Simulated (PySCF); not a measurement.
System (SMILES): [SiH3]C (CH3-SiH3).
Geometry (B3LYP-D3(BJ)/def2-TZVP, fixed):
```xyz
8

C      0.0034    -0.0064    -1.2421
Si    -0.0017     0.0033     0.6340
H      0.0118    -1.0282    -1.6256
H     -0.8824     0.4951    -1.6359
H      0.8840     0.5079    -1.6311
H     -0.0132     1.3943     1.1492
H     -1.2005    -0.6969     1.1567
H      1.2042    -0.6795     1.1632
```
Charge 0, spin multiplicity 1.

Basis-set convergence of the mean static polarisability at PBE with PySCF. All functions are spherical. Density fitting with generated auxiliary sets. No added dispersion term, no relativity. Reference: the value in aug-pcseg-2, 45.08 bohr³, itself unsure by roughly 0.3 % (its distance from aug-cc-pV(T+d)Z). Deviations are taken from unrounded values. Cost is core time over that of 6-31G**, rough, on shared machines of one kind.

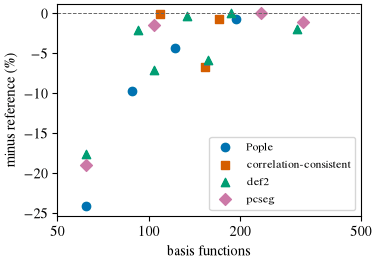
Figure. Deviation from the reference against the number of basis functions, by family of sets.

```csv
basis,functions,mean static polarisability (bohr³),minus reference (%),cost
6-31G**,62,34.20,-24.1,1×
def2-SVP,62,37.15,-17.6,0.9×
pcseg-1,62,36.55,-18.9,0.9×
6-311+G**,88,40.70,-9.7,1×
def2-SVPD,92,44.13,-2.1,1×
aug-pcseg-1,104,44.42,-1.5,2×
def2-TZVP,104,41.87,-7.1,2×
aug-cc-pV(D+d)Z,109,45.03,-0.1,2×
"6-311++G(2d,2p)",122,43.11,-4.4,2×
def2-TZVPD,134,44.92,-0.3,2×
cc-pV(T+d)Z,153,42.04,-6.7,3×
def2-TZVPP,157,42.43,-5.9,3×
jun-cc-pV(T+d)Z,171,44.77,-0.7,4×
def2-TZVPPD,187,45.08,0.0,5×
"6-311++G(3df,3pd)",194,44.77,-0.7,5×
aug-pcseg-2,234,45.08,0.0,7×
def2-QZVPP,307,44.22,-1.9,10×
pcseg-3,322,44.59,-1.1,20×
```
